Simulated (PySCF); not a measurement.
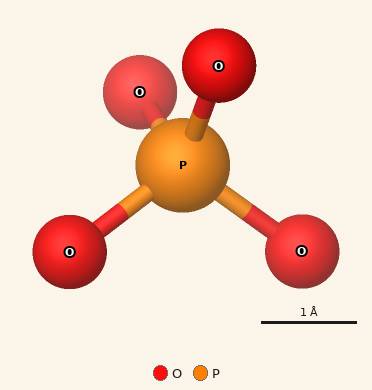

Figure 1. The structure as given in the input (ball-and-stick view, seen at an oblique angle). Bond lengths as drawn: O–P 1.58 Å.

**Run report: PO4 (charge −3), excited-state calculation**

- system: PO4, charge −3
- method: TDDFT B3LYP/def2-SVPD, vertical, gas phase, core orbitals frozen in the response (PySCF 2.14.0)

The geometry comes from this level: GFN2-xTB.

**What the program printed**
```
coarse grid: 5968 points
cycle   1  E = -640.9511881569  dE =  1.358e+00  |g| = 1.655e+00  |ddm| = 2.866e+00
cycle   2  E = -631.0988551495  dE =  9.852e+00  |g| = 5.342e+00  |ddm| = 1.510e+03
cycle   3  E = -641.4269873823  dE = -1.033e+01  |g| = 6.625e-01  |ddm| = 1.509e+03
cycle   4  E = -641.5428632991  dE = -1.159e-01  |g| = 3.220e-01  |ddm| = 1.713e+00
cycle   5  E = -641.5597001340  dE = -1.684e-02  |g| = 1.730e-01  |ddm| = 6.375e-01
cycle   6  E = -641.5653217937  dE = -5.622e-03  |g| = 5.012e-02  |ddm| = 2.659e-01
cycle   7  E = -641.5658790048  dE = -5.572e-04  |g| = 7.873e-03  |ddm| = 8.270e-02
cycle   8  E = -641.5658889312  dE = -9.926e-06  |g| = 4.263e-03  |ddm| = 1.395e-02
cycle   9  E = -641.5658924767  dE = -3.545e-06  |g| = 6.824e-04  |ddm| = 6.152e-03
final grid: 56760 points
cycle  10  E = -641.6716732957  dE = -4.229e-06  |g| = 4.506e-03  |ddm| = 4.890e-02
cycle  11  E = -641.6716601732  dE =  1.312e-05  |g| = 9.181e-03  |ddm| = 2.349e-02
cycle  12  E = -641.6716773368  dE = -1.716e-05  |g| = 4.413e-04  |ddm| = 1.575e-02
cycle  13  E = -641.6716773664  dE = -2.967e-08  |g| = 2.189e-04  |ddm| = 9.413e-04
cycle  14  E = -641.6716773756  dE = -9.207e-09  |g| = 3.459e-05  |ddm| = 4.846e-04
cycle  15  E = -641.6716773759  dE = -3.033e-10  |g| = 1.021e-05  |ddm| = 2.034e-04
```

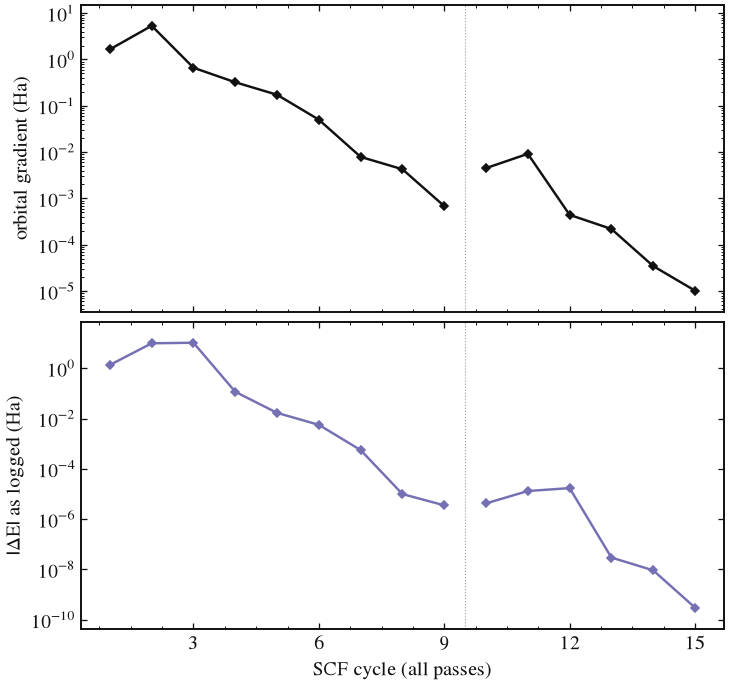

Figure 2. Convergence of the self-consistent field: orbital gradient and size of the energy change against the SCF cycle. The dotted line marks the change from a coarse to the final integration grid. The first 9 cycles use a coarse grid, the final grid takes over at cycle 10, and the field converges after 15 cycles in all.

```
converged SCF energy = -641.6716773759

Static polarisability (au): isotropic 87.914, principal 87.910 87.911 87.920

Singlet excitations
state   eV       nm        f      main configurations
  1   2.0959    591.6   0.00000   H->L 0.99
  2   2.0961    591.5   0.00000   H-1->L 0.99
  3   2.0964    591.4   0.00000   H-2->L 0.99
  4   3.1704    391.1   0.00000   H-1->L+3 0.22, H-1->L+2 0.14, H-2->L+2 0.12
  5   3.1705    391.1   0.00000   H-2->L+1 0.34, H->L+3 0.22, H->L+2 0.12
  6   3.2525    381.2   0.02695   H-1->L+1 0.46, H->L+2 0.41
  7   3.2527    381.2   0.02696   H-2->L+1 0.46, H->L+3 0.40
  8   3.2527    381.2   0.02693   H-2->L+2 0.43, H-1->L+3 0.42

Triplet excitations (Tamm-Dancoff, eV): 2.0522 2.0524 2.0527
```

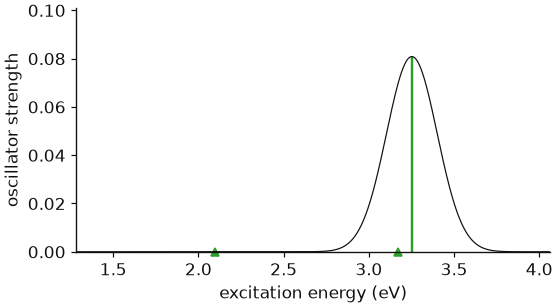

Figure 3. Computed excitations as sticks (degenerate states added up, dark ones marked on the axis), with a Gaussian envelope of 0.35 eV full width at half maximum, scaled to the tallest. Of the 8 states the lowest lies at 2.10 eV (f = 0.000); the strongest line is at 3.25 eV, or 381 nm (f = 0.081, summed over 3 states that lie within 0.004 eV).

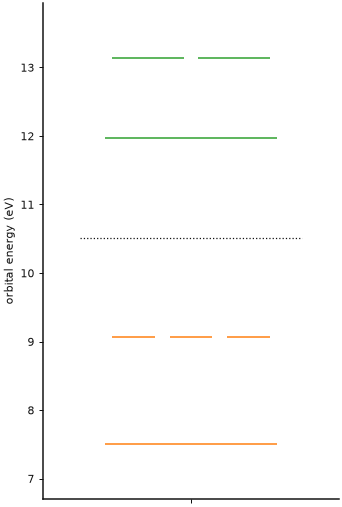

Figure 4. Orbital energies near the frontier; the dotted line parts filled from empty levels, and levels within 0.02 eV of each other stand side by side. Highest filled 9.07 eV, lowest empty 11.96 eV, 2.89 eV apart.

This output came from the following input.

**Input**
```
{"job": {"kind": "uv", "xc": "B3LYP", "basis": "def2-SVPD", "nstates": 8, "ntriplets": 3}, "charge": -3, "multiplicity": 1}
O      0.211181    -0.394467     1.516715
P      0.001680     0.000625    -0.003499
O     -0.832178     1.345316    -0.089628
O      1.412426     0.208625    -0.694297
O     -0.784487    -1.157248    -0.746478
```

The first line tells a small driver script what to run in PySCF; the rest is the geometry in Å.

Command:
```bash
OMP_NUM_THREADS=1 python <driver script> task.json out
```

**Results in brief**

- outcome: converged
- total energy: −641.671677 hartree
- HOMO: 9.07 eV
- LUMO: 11.96 eV
- mean polarisability: 87.91 a.u.
- lowest singlet excitation: 2.10 eV
- hardware: 1 CPU thread, shared host
- wall time: 5.7 s
- peak memory: 0.47 GiB

The highest filled orbital lies above zero: either the extra electron isn't bound at this level, or the self-interaction error of the functional lifts the level.
